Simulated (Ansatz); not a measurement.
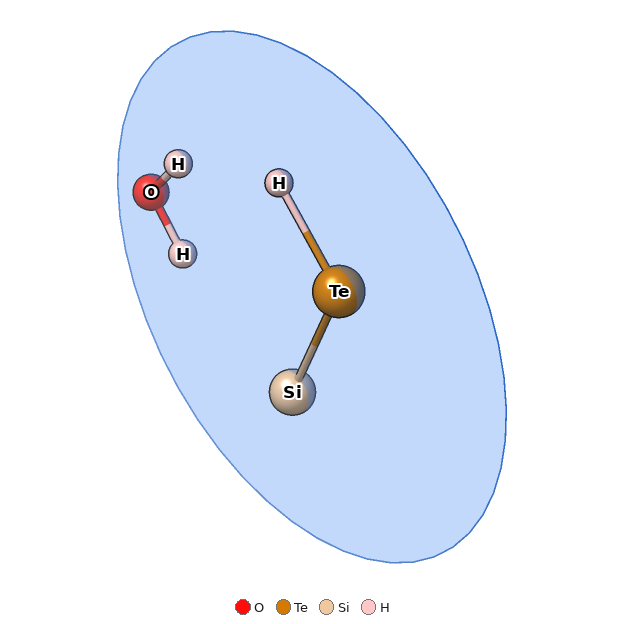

All proper rotation axes (lines) and mirror planes (discs) of the structure are drawn in. Distant atoms are faded towards the background colour. Charge −1, singlet. The geometry was computed by an optimisation with PBE0-D4/def2-TZVPD. No frequency run is at hand to confirm it as a minimum.

Question: Name the symmetry elements and the point group.

Answer: It has 1 mirror plane. Point group Cs. The group has 2 operations. The geometry is achiral, and symmetry allows a dipole moment.
